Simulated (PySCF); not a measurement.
# CeHO2 (Ce(O)(OH)+): the cost of one run

Computed with PySCF 2.14.0. Level: PBE0, Ce def2-SVP with ECP28, O def2-SVP, H def2-SVP; scalar-relativistic core potentials, no spin–orbit coupling.

1 further run of the same task is left out (for a known fault of the program).

### Step 1. Starting geometry

4 atoms, charge 1, spin multiplicity 1.

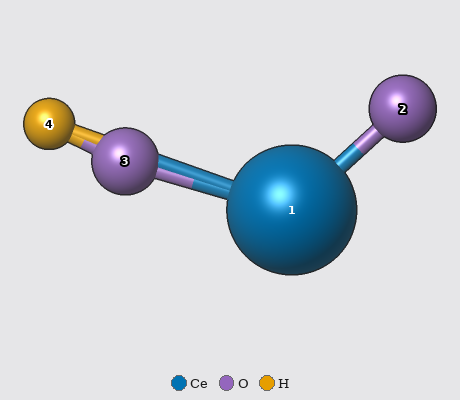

The structure; cerium blue, oxygen purple, hydrogen amber; atoms are numbered from 1 in the order of the file.

Coordinates:

```xyz
4

Ce    0.01724   -0.02628   -0.28644
O     1.40700    0.01223    0.73040
O    -1.81358    0.03318    0.47111
H    -2.63044    0.06936    0.99148
```

Formal oxidation states: Ce +4. An earlier session relaxed this geometry at PBE0, Ce def2-SVP with ECP28, O def2-SVP, H def2-SVP (singlet, point group Cs).

Its energy there is -625.650957 Eh.

### Step 2. One electron removed, multiplicity 2

run.py (the lines that set the calculation)

```python
mol = gto.M(atom='''
Ce     0.01724    -0.02628    -0.28644
O      1.40700     0.01223     0.73040
O     -1.81358     0.03318     0.47111
H     -2.63044     0.06936     0.99148''',
    basis={'Ce': 'def2-SVP', 'O': 'def2-SVP', 'H': 'def2-SVP'},
    ecp={'Ce': 'def2-SVP'},
    charge=2, spin=1)
mf = dft.UKS(mol, xc='PBE0')
mf.grids.atom_grid = (50, 194)  # f atoms: unpruned, at least (60, 302)
mf = mf.density_fit()  # fitting sets: Ce def2-universal-JKFIT, O def2-universal-JKFIT, H def2-universal-JKFIT
mf.conv_tol = 1e-08; mf.max_cycle = 55
mf.kernel(dm0)  # dm0: the density of the relaxed state
```

The run is started by

```sh
> OMP_NUM_THREADS=2 python run.py
```

**Question.** How long does this run take on 2 threads of Arm Neoverse V2, shared host?

About 3 s.
